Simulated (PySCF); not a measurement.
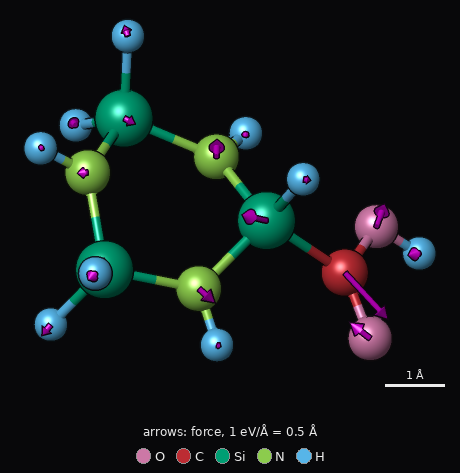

Starting geometry of CH9N3O2Si3 with the computed forces as purple arrows. The picture is a ball-and-stick view, seen at a tilt.

The start comes from GFN2-xTB. Its atoms were then displaced at random by about 0.01 Å.

Level of theory: PBE0-D3(BJ)/def2-SVP geometry optimisation, gas phase in PySCF 2.14.0, density-fitted response routines. 

Q: What follows when this structure is relaxed?

A: It isn't relaxed: the largest force vector, on the C atom, is 2.25 eV/Å. The final displacements have little in common with the starting forces (cosine between the two patterns 0.17). An H atom moves most after the best rigid fit: 0.46 Å. By element the largest moves are H 0.46 Å, O 0.33 Å, N 0.14 Å, Si 0.13 Å, C 0.06 Å. Among the contacts that change: C–Si 1.872 → 1.925 Å, N–Si 1.709 → 1.737 Å, H–Si 1.474 → 1.496 Å, N–Si 1.730 → 1.745 Å. Among the angles between lasting bonds that change: C–Si–N 109.0° → 102.7°, Si–N–H 116.1° → 121.7°, N–Si–N 106.4° → 111.6°. Groups turn about N–Si by about 20°. Over 16 geometry steps the energy falls by 0.257 eV. Cost: 9.4 min on 1 thread of Intel(R) Xeon(R) Processor @ 2.70GHz (shared host).
